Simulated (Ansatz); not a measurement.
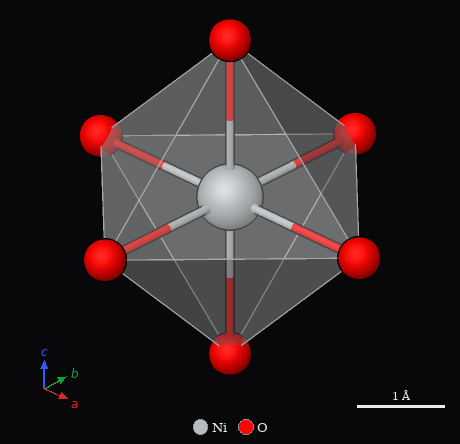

Coordination of Ni in NiO (Fm-3m). Shape measures S are computed against regular polyhedra or, for capped shapes, the nearer of the equal-edge and equal-bond forms. Origin: a calculation's input that goes back to an entry of the Crystallography Open Database (an earlier step may have relaxed or displaced it).

> What geometry does the central atom have?

NiO6: an essentially ideal octahedron (coordination number 6, S = 0.00; next best trigonal prism, S = 16.7).

> Does the central atom sit at the centroid of its ligands?

Yes, to within 0.01 Å; the site symmetry is m-3m.

> How long are the bonds?

6 × Ni–O 2.09 Å. The next neighbour, not counted, lies at 2.96 Å.
